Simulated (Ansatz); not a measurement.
Input file:

```
crystal:
  lattice:
    - [5.0381466993, 0.0, 0.0]
    - [-2.5190733497, 4.3631630296, 0.0]
    - [0.0, 0.0, 3.2511855079]
  atoms:
    - { symbol: Tl, position: [0.6666666667, 0.3333333333, 0.5] }
    - { symbol: Mo, position: [0.3333333333, 0.6666666667, 0.5], spin: 2.87 }
    - { symbol: Cl, position: [0.0, 0.0, 0.0] }
basis:
  ecutwfc: 420
kpoints:
  mp_grid: { grid: [12, 12, 14] }
hamiltonian:
  xc: pbe
scf:
  occupations: { method: gaussian, width: 0.1 }
output:
  forces: true
  stress: true
  eigenvalues: true
  populations: true
  write_density: true
  write_potential: true
  elf: true
  volumetric_format: npy
magnetization:
  spin_polarized: true
relax:
  adjacent_minimum: "off"
  f_tol: 0.01
  max_steps: 80
  cell: { stress_tol: 0.05 }
```

Run with:

```sh
ansatz run input.yaml --threads 1 --pin off --max-ram 2560MiB --backend cpu --events-out ev --progress --plain --runs-dir out
```

Below, planes, directions and counts refer to the conventional cell (a = 5.08 Å, b = 5.08 Å, c = 3.27 Å, α = 90.00°, β = 90.00°, γ = 120.00°).

The fields are those of the run's last geometry, not of the input's.

Space group P-6m2; a structure generated by program, which may or may not match a known phase; spin-polarised.

Level of theory: Ansatz, DFT PBE, scalar-relativistic, plane waves, PAW.

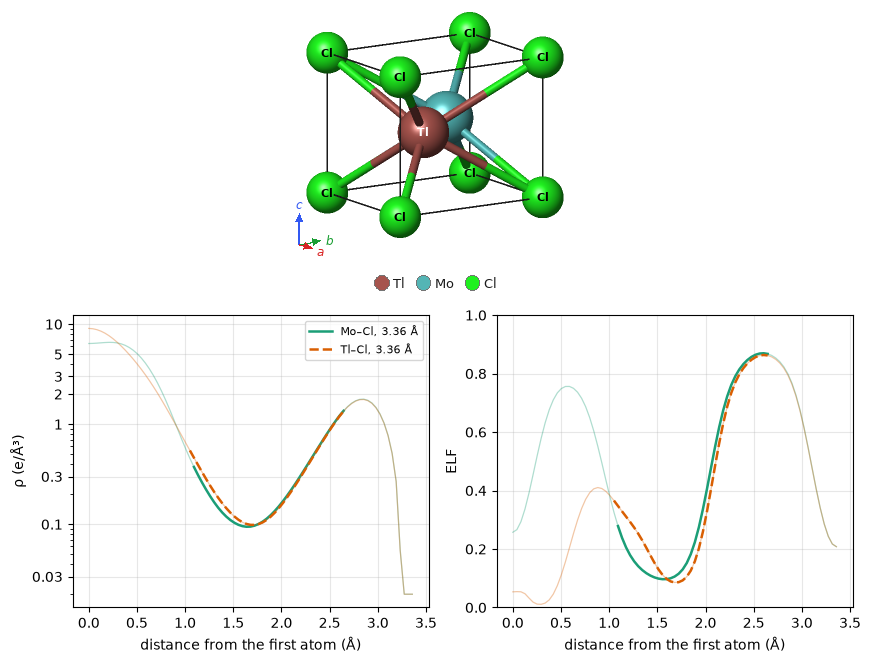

TlMoCl. Valence pseudo-density and electron localisation function along straight lines between neighbouring atoms. Thin, pale parts lie inside the atomic spheres. The structure is drawn too.

The density is the valence pseudo-density of a PAW calculation; it isn't the true density close to the nuclei.

Question: Compare the contacts.

Answer: Mo–Cl (3.36 Å): ρ at the midpoint is about 0.09 e/Å³; the ELF is about 0.10 at the midpoint (no localised pair shows between them).
Tl–Cl (3.36 Å): ρ at the midpoint is about 0.1 e/Å³; the ELF is about 0.10 at the midpoint; no shared electron pair shows on this line.
